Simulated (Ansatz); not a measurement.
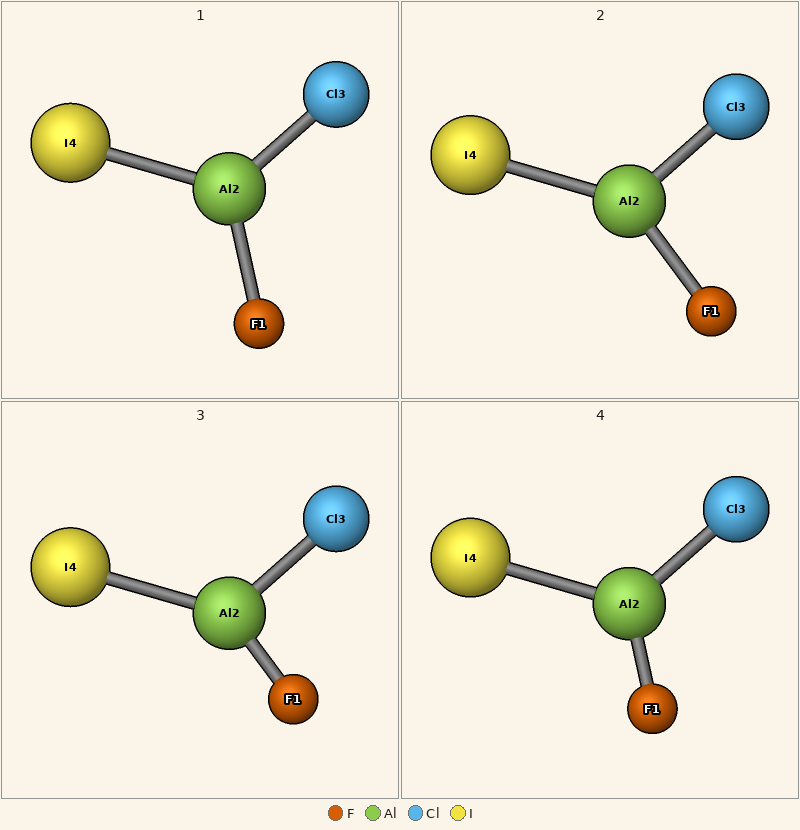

AlClFI, SMILES [F][Al]([Cl])[I]. 
- Two internal coordinates are moved rigidly from the geometry relaxed at PBE0-D4/def2-TZVP, all others fixed.
- First axis: bond F1–Al2. Second axis: angle F1–Al2–Cl3.
- Grid: 5 × 5 points.
- Points are written as (first, second).
- All energies are given in kJ/mol relative to the lowest grid point.
- The calculation used Ansatz 0.2.0, RKS PBE-D4/def2-TZVPP.

The numbered pictures are structures from this grid.

Question: Rank them by energy, lowest first.

Answer: 4, at (1.579 Å, 118.5°): 0 kJ/mol; 3, at (1.579 Å, 94.5°): 44 kJ/mol; 1, at (2.024 Å, 118.5°): 91 kJ/mol; 2, at (2.024 Å, 94.5°): 121 kJ/mol.

The map, with the structures marked:

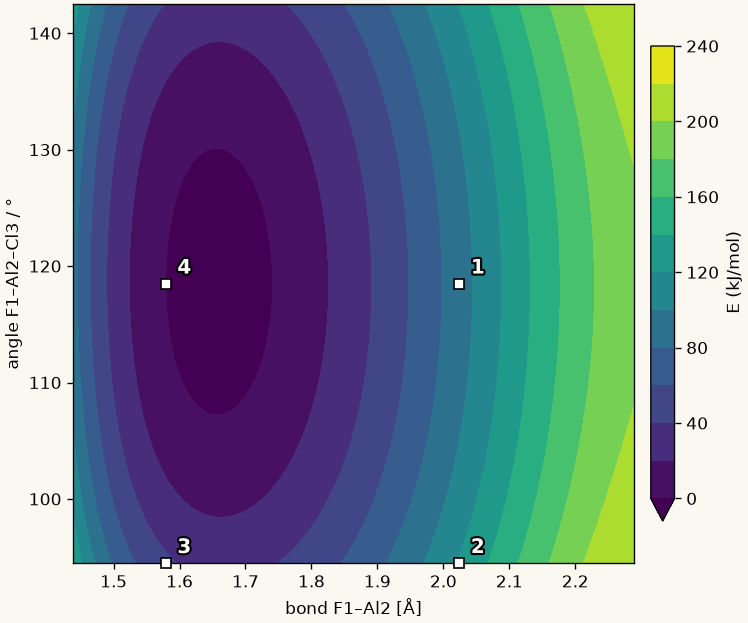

In the figure: filled contours. Between grid points the surface is interpolated.
